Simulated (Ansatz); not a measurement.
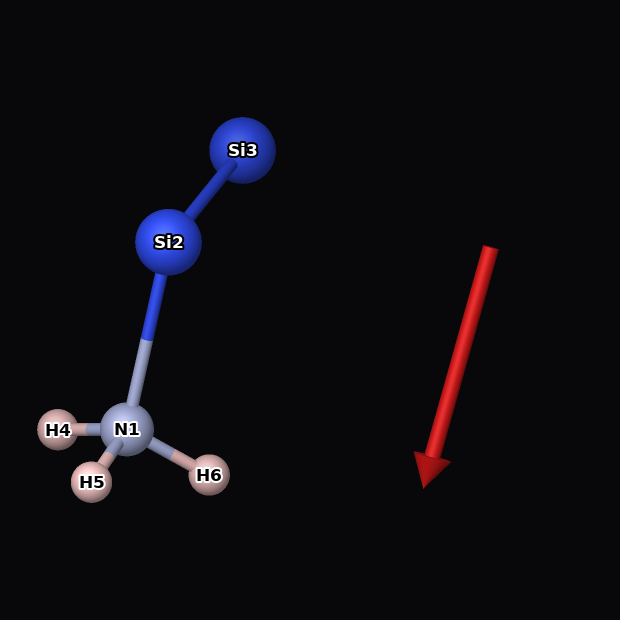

The arrow beside the molecule shows the direction of the dipole moment, from the negative to the positive end (its length means nothing). Computed geometry: PBE0-D4/def2-TZVP optimisation. No frequency run is at hand to confirm it as a minimum. Level of theory: RKS PBE0-D4/def2-TZVP (Ansatz 0.2.0).

Q: Estimate the dipole moment.

A: 6.95 D; it points from the side of Si3 to the side of H5 (the outermost atoms at the two ends).
